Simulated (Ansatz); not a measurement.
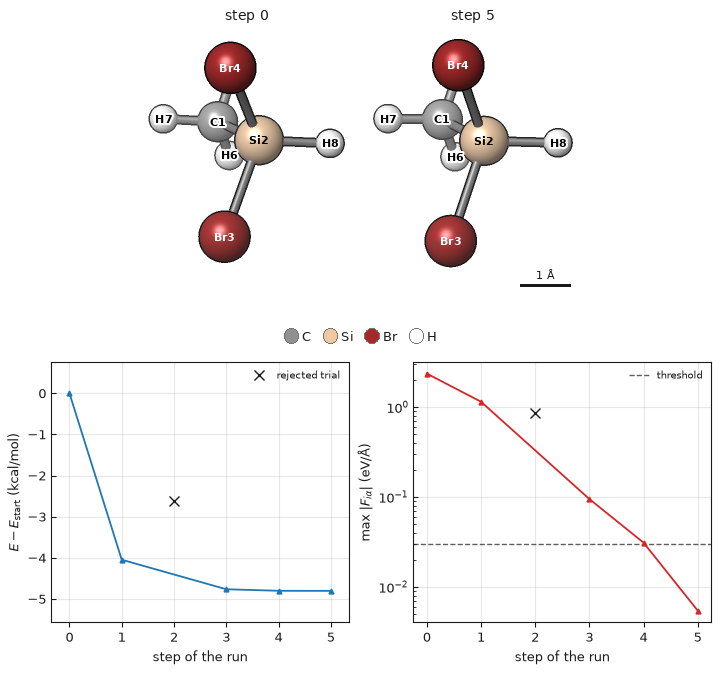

First and last geometry of a relaxation of CH$_{4}$Br$_{2}$Si (coarse preliminary run), with the history of the run. A ball-and-stick model, seen from a free direction.

The start comes from a force field.

These are results of Ansatz, RKS PBE-D4/def2-SVP, not measurements. Settings: force threshold 0.03 eV/Å; at most 200 steps.

**What do the curves and the structures tell?**

It converged. After 4 accepted moves (5 points after the start) the energy has fallen by 4.80 kcal/mol. Largest force component: 2.4 eV/Å at the start, 0.0054 eV/Å at the end. The line search rejected the trial step at point 2 of the run. The atom that moves furthest after the best rigid fit is a Br atom (0.088 Å). By element the largest moves are Br 0.088 Å, C 0.086 Å, H 0.079 Å, Si 0.023 Å. Some distances before and after: C–Si 1.797 → 1.872 Å, Br–Si 2.182 → 2.242 Å, H–Si 1.448 → 1.498 Å, C–H 1.156 → 1.109 Å. Bond angles that change, for instance: H–C–H 103.5° → 109.0°, Si–C–H 115.1° → 109.9°, Br–Si–H 112.0° → 107.3°.
